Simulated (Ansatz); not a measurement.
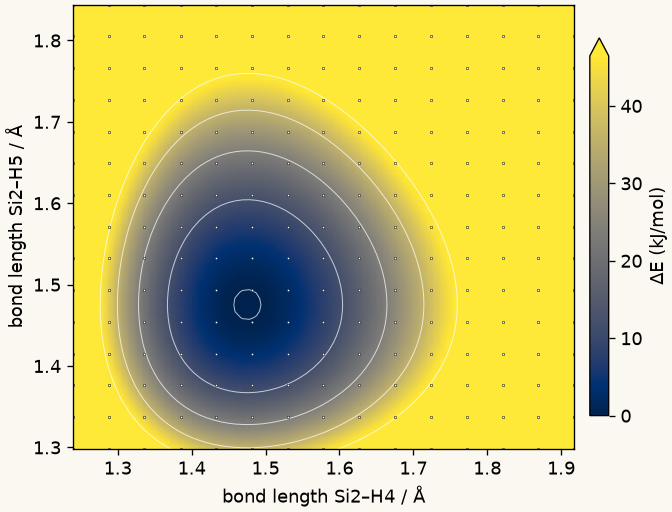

CH₃Si, SMILES [CH+]=[SiH2], charge +1. First axis: bond length Si2–H4. Second axis: bond length Si2–H5. Nothing is relaxed (all other coordinates rigid). The scan uses a 15 × 15 grid. Energies are in kJ/mol, from the lowest grid point. All numbers below come from Ansatz 0.2.0, RKS r2SCAN-D4/def2-TZVP.

Drawn: a smooth colour map with a few white contour lines, dots at the grid points, one colour for all values above the top of the scale. Between grid points the surface is interpolated.

### Where is the minimum, and how stiff is the well along each coordinate?

The interpolated minimum is at bond length Si2–H4 ≈ 1.475 Å, bond length Si2–H5 ≈ 1.475 Å. The curvatures there are about 18 eV/Å² and 19 eV/Å², with a cross term of about 0 eV/Å². Round the minimum the contours are nearly round: the two directions are equally stiff and uncoupled. (1 eV is 96.5 kJ/mol.)
